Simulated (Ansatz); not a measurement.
Cubic perovskite KMgF3, treated with PBE (PAW; Ansatz, an electronic-structure program).

Settings: plane-wave cutoff 520 eV, 8×8×8 k mesh, Fermi–Dirac smearing 0.01 eV, scalar-relativistic PAW data made under PBE.

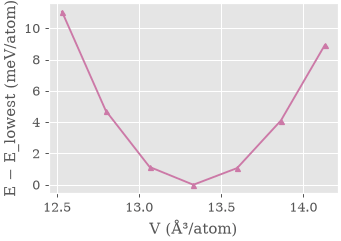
Total energy against volume

Task: From the curve, estimate the equilibrium volume and the bulk modulus.

Result: V0 ≈ 13.3 Å³/atom and B0 ≈ 66 GPa; the fit gives V0 = 13.330 Å³/atom, B0 = 66.1 GPa, B′ = 4.4.

Measured, for comparison: bulk modulus 75.1 GPa (room temperature, no zero-point or thermal correction, our sources range from 71.2 to 75.1; as tabulated in Vaitheeswaran et al. (2007), arXiv:cond-mat/0703621); equilibrium volume per atom 12.70 Å³/atom (room temperature, no zero-point or thermal correction; as tabulated in Vaitheeswaran et al. (2007), arXiv:cond-mat/0703621). Computed (rounded) less measured: bulk modulus -12 % (-7 % to -12 % over the range), equilibrium volume per atom +5.0 %.

Computed values are for the static lattice.
